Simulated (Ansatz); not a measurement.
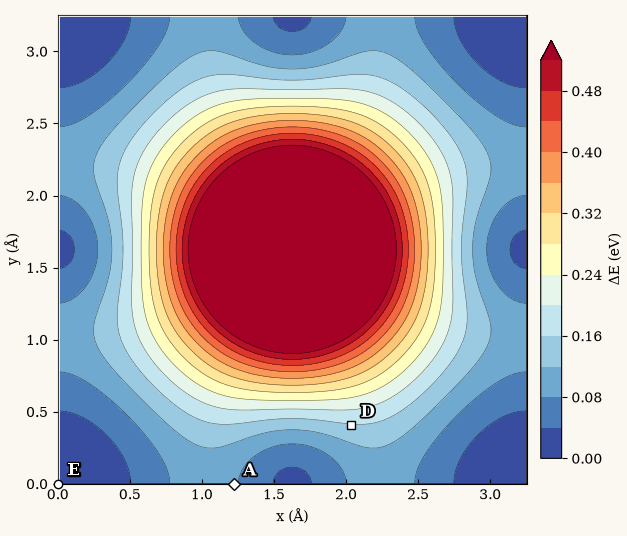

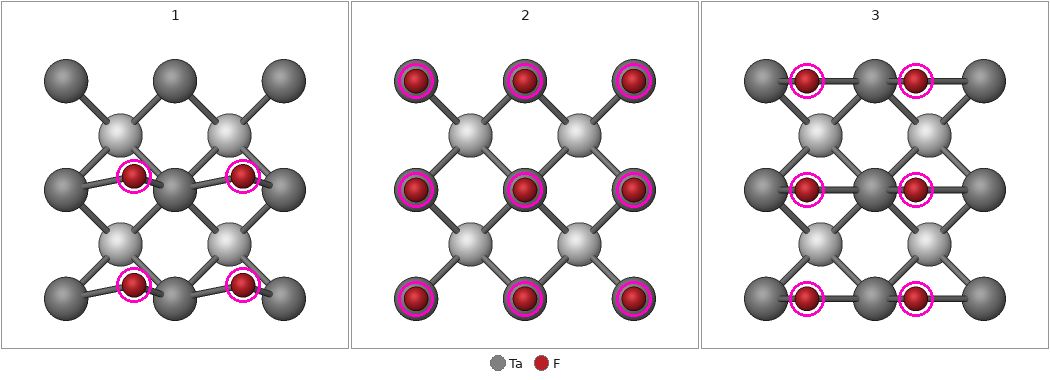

F on a Ta(100) slab cut from the Im-3m phase, its upper half relaxed before the scan (4 atoms of substrate and one adsorbate in a 1 × 1 cell). F is moved over the surface cell; relaxed at each place: the height of the adsorbate's atoms; substrate rigid; the origin of the map has the adsorbate above Ta4. Places are given modulo a cell vector. The map is drawn in real space over the plane of the surface. Grid: 8 × 8 points; 15 points were computed and 49 follow by symmetry. Energies are in eV, from the lowest grid point. With one adsorbate in each 1 × 1 cell, its nearest image is 3.3 Å away, so neighbouring adsorbates interact. The calculation used DFT LDA, scalar-relativistic, plane waves, PAW (Ansatz). Settings: cutoff 420 eV, k-mesh 8×8×1, gaussian smearing 0.1 eV, no spin polarisation.

In the figure: filled contours, the outline of one cell of the plane, one colour for all values above the top of the scale, lettered points. Between grid points the surface is interpolated. The numbered pictures are the structures at these points, in random order. Rings mark the moved atoms.

**Which structure belongs to which point?**

A is structure 3: (3/8, 0/8) of the cell vectors [nearest 1 Ta at 1.96 Å], 0.08 eV; D is structure 1: (5/8, 1/8) of the cell vectors [nearest 1 Ta at 1.97 Å], 0.16 eV; E is structure 2: the top site over a surface Ta atom, (0/8, 0/8) of the cell vectors, 0.00 eV.

PAW datasets: the set soft_1.
